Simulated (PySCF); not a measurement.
ClGeH₅, SMILES `Cl.[GeH4]`.

Level of theory: B3LYP/def2-SVP (PySCF), at a geometry from GFN2-xTB. The pair's geometry is semi-empirical, so its contact may be too short or too long. GFN2-xTB bond lengths at metals and heavier atoms can be off by up to 0.1 Å and shapes distorted, which carries into these values. Without diffuse functions Rydberg states are missing, so the states' numbers hold for this basis only.

Input

```python
import numpy as np
from pyscf import gto, scf, dft, tdscf
from pyscf.scf import atom_ks, atom_hf
from scipy.linalg import block_diag

def solve(mol, dm0=None, hcore=None):
    mf = (dft.UKS if mol.spin else dft.RKS)(mol, xc='b3lyp')
    mf.grids.level = 3
    mf = mf.density_fit(auxbasis='def2-universal-jkfit')
    mf.conv_tol, mf.max_cycle = 1e-8, 80
    if hcore is not None:
        mf.get_hcore = lambda *args: hcore
    mf.kernel(dm0)
    if not mf.converged:
        mf = mf.newton().run(mf.mo_coeff, mf.mo_occ, max_cycle=30)
    assert mf.converged, 'SCF not converged'
    return mf

mol = gto.M(atom='''
Cl     1.95621    -0.00173     0.00008
H      3.23537     0.01969     0.00060
Ge    -1.01112     0.00036    -0.00018
H     -0.54587     1.01019     0.98694
H     -0.54668    -1.35985     0.38114
H     -0.54591     0.34981    -1.36848
H     -2.49675    -0.00175     0.00425
''', basis='def2-svp', charge=0, spin=0, verbose=4)
mf = solve(mol)
td = mf.TDA()
td.nstates, td.singlet, td.conv_tol = 5, True, 1e-5
td.kernel()
td.analyze()
x, y = np.array([p[0] for p in td.xy]), np.array([p[1] + 0 * p[0] for p in td.xy])
f, mu = td.oscillator_strength(), td.transition_dipole()
nto = [td.get_nto(state=i + 1, verbose=4) for i in range(len(td.e))]
# spherically averaged free atoms, for the promolecule
atm = atom_ks.get_atm_nrks(mol, xc='b3lyp')
pro = block_diag(*[(atm[a[0]][2] * atm[a[0]][3]) @ atm[a[0]][2].T for a in mol._atom])
np.savez('result.npz', e=td.e, f=f, ok=td.converged, w=[n[0] for n in nto], nto=[n[1] for n in nto], x=x, y=y, c=mf.mo_coeff, occ=mf.mo_occ, eps=mf.mo_energy, pro=pro, mu=mu)
```

Launched as:

```sh
OMP_NUM_THREADS=1 python input.py
```

The run took 69 s on 1 thread of Intel(R) Xeon(R) Processor @ 2.50GHz (Skylake/Cascade Lake) (shared host), peak memory 0.44 GiB.

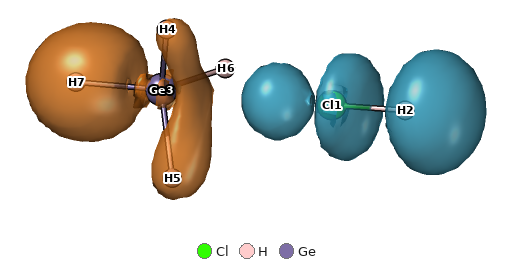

Unrelaxed difference density of S₃ less the ground state (TDA singlet states), ±0.04 e/Å³; light blue: gain, orange: loss.

Question: How does the charge move on excitation?

Answer: 0.83 e is displaced in all, mostly between regions of the same atoms. The state: 8.65 eV (143 nm), f = 0.325 (bright), charge transfer, whose energy this functional puts too low; the leading pair carries 99 %; hole on Ge3 (41 %), H7 (37 %) and H4 and H5 (6 % each), electron on H2 (46 %), Cl1 (36 %) and Ge3 (9 %); their centroids lie 3.9 Å apart; S₄ and S₅ lie within 0.1 eV of it.
